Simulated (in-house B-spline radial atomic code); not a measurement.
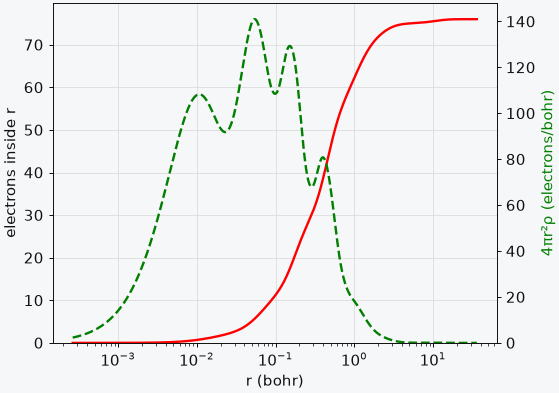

Atomic osmium (Os) in the configuration [Xe] 4f13 5d6 6s2 6d1 (high spin). All numbers are computed, not measured: scalar-relativistic (spin-free one-electron X2C) LC-wPBE, spin-polarised, spherical density, exact exchange averaged over the configuration, Fermi nucleus, basis-set limit (an in-house B-spline radial code). Radial functions and radii carry no picture-change correction.

```
Z = 76
electrons = 76.0
configuration = [Xe] 4f13 5d6 6s2 6d1
hamiltonian = x2c
method = lc_wpbe
spin_polarised = True
nucleus = fermi
rms_radius = 5.4126
mass_number = 192
atomic_mass = 191.961478765
speed_of_light = 137.035999084
exact_exchange = averaged over the configuration
```

The run was one of a batch (task.json lists them), launched with:
```bash
python run_scf.py task.json out
```

The plot shows the number of electrons inside radius r (solid) and the radial density 4πr²ρ (dashed).

**What does the plot show?**

The count levels off at 76 electrons. Half of them lie within 0.391 bohr, 90 % within 1.45 bohr and 99 % within 7.57 bohr. The radial density has minima at 0.023, 0.098 and 0.29 bohr, where the count stands at 2.0, 11.1 and 30.1; these part the shells that the density resolves.
